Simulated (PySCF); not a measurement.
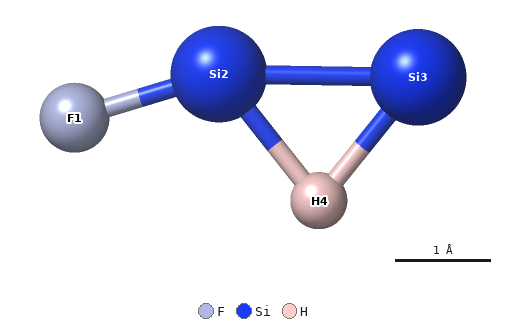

Fig. 1: The structure as given in the input (ball-and-stick view, seen on its broad side; atoms are numbered from 1 in the order of the input). Bond lengths as drawn: F–Si 1.59 Å, H–Si 1.67 to 1.70 Å and Si–Si 2.10 Å.

## Two runs on Si2HF

System: Si2HF.
Method of run A: RHF-CCSD(T), frozen core/def2-TZVPP, density fitting (PySCF 2.14.0).

The geometry comes from this level: PBE0-D4/def2-TZVP. Text and figures count atoms from 1; the logs count them from 0 in places.

The input, run A:
```python
import json, numpy as np
from pyscf import gto, scf, dft, mp, cc
EV, BOHR = 27.211386245988, 0.529177210903
mol = gto.M(atom="""
F -0.397239 -0.586368 1.823929
Si 0.177018 0.204176 0.565587
Si 0.567685 0.816377 -1.408695
H -0.423162 -0.429499 -0.890440
""", basis="def2-tzvpp", charge=0, spin=0, max_memory=4335, verbose=0)
def mean_field(mol, dm=None):
    mf = scf.RHF(mol).density_fit()
    mf.conv_tol = 1e-9
    mf.kernel(dm0=dm)
    if not mf.converged: mf = mf.newton().run(mf.mo_coeff, mf.mo_occ)
    assert mf.converged
    return mf
def d4(mol):
    return 0.0, np.zeros((4, 3))
def energy_and_gradient(mol, dm=None):
    mf = mean_field(mol, dm); e, g = d4(mol)
    return mf, (mf.e_tot + e) * EV, (mf.nuc_grad_method().kernel()[:4] + g) * EV / BOHR
out = {}
mf = mean_field(mol); frozen = 11
print(f"Hartree-Fock energy {mf.e_tot * EV:.6f} eV")
m2 = mp.MP2(mf, frozen=frozen or None).run()
out.update(reference=mf.e_tot * EV, same_spin=m2.e_corr_ss * EV, opposite_spin=m2.e_corr_os * EV, energy=m2.e_tot * EV, converged=True, frozen=frozen)
print(f"MP2 correlation {m2.e_corr * EV:.6f} eV")
c = cc.CCSD(mf, frozen=frozen or None); c.conv_tol = 1e-7; c.max_cycle = 80; eris = c.ao2mo(); c.kernel(eris=eris); t = c.ccsd_t(eris=eris)
t1 = c.t1 if isinstance(c.t1, tuple) else (c.t1, c.t1); t2 = c.t2 if isinstance(c.t2, tuple) else (c.t2,)
T1 = np.sqrt(sum((a**2).sum() for a in t1) / 2 / (mol.nelectron - 2 * frozen))
print(f"CCSD correlation {c.e_corr * EV:.6f} eV, (T) {t * EV:.6f} eV, T1 diagnostic {T1:.4f}")
out.update(ccsd=c.e_corr * EV, triples=t * EV, t1=T1, largest_double=max(abs(a).max() for a in t2 if a.size), energy=(c.e_tot + t) * EV, converged=bool(c.converged))
out['triplet_stable'] = bool(mf.stability(internal=False, external=True, return_status=True)[3])
out['s2'] = mf.spin_square()[0]; out['nelec'] = mol.nelec
print(f"Total energy {out['energy']:.6f} eV, <S^2> {out['s2']:.4f}")
json.dump(out, open("out.json", "w"), default=float)
```

Launched with:
```bash
OMP_NUM_THREADS=2 python run.py
```

Hardware: 2 threads of Arm Neoverse V1, 23 GiB of memory available, shared host.

Output (run A):
```
Hartree-Fock energy -18446.064546 eV
MP2 correlation -12.916404 eV
CCSD correlation -13.517883 eV, (T) -0.644673 eV, T1 diagnostic 0.0191
Total energy -18460.227102 eV, <S^2> 0.0000
```

The input of run B differs as follows (lines with − go, lines with + come):
```diff
-F -0.397239 -0.586368 1.823929
-Si 0.177018 0.204176 0.565587
-Si 0.567685 0.816377 -1.408695
-H -0.423162 -0.429499 -0.890440
+F 1.182935 1.143857 -2.743102
+Si -0.094425 0.299909 0.573489
+Si 0.754808 1.010225 -1.214768
+H -0.181191 -0.382224 -0.953170
```

How does run B compare with run A?

With the same method and basis, run B lies 0.01 kcal/mol higher.

Output (run B):
```
Hartree-Fock energy -18446.064969 eV
MP2 correlation -12.915706 eV
CCSD correlation -13.517340 eV, (T) -0.644537 eV, T1 diagnostic 0.0191
Total energy -18460.226845 eV, <S^2> 0.0000
```

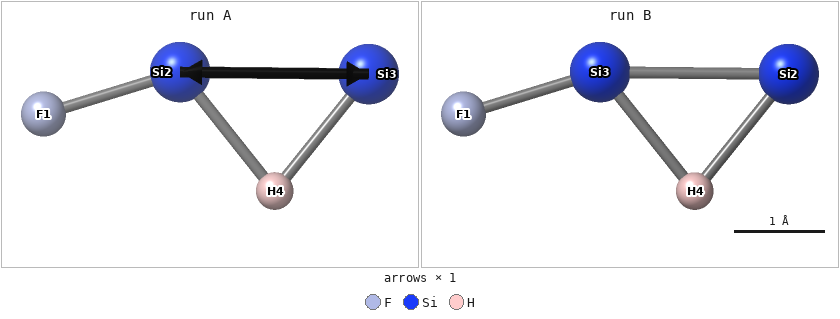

Fig. 2: The two input geometries at one scale (ball-and-stick view, seen on its broad side). The black arrows on the first give the shifts of the atoms after the best rigid fit, at true length. The largest moves after the best rigid fit, 2.10 Å, are those of Si2 and Si3. F and H stay in place. Among the contacts that change: F1–Si3 3.654 → 1.593 Å, F1–Si2 1.593 → 3.653 Å, Si3–H4 1.674 → 1.698 Å, Si2–H4 1.698 → 1.674 Å.

The two runs side by side:

| quantity | run A | run B |
| --- | --- | --- |
| outcome | converged | converged |
| total energy (hartree) | −678.400833 | −678.400824 |
| wall time (shared host) | 76 s | 75 s |
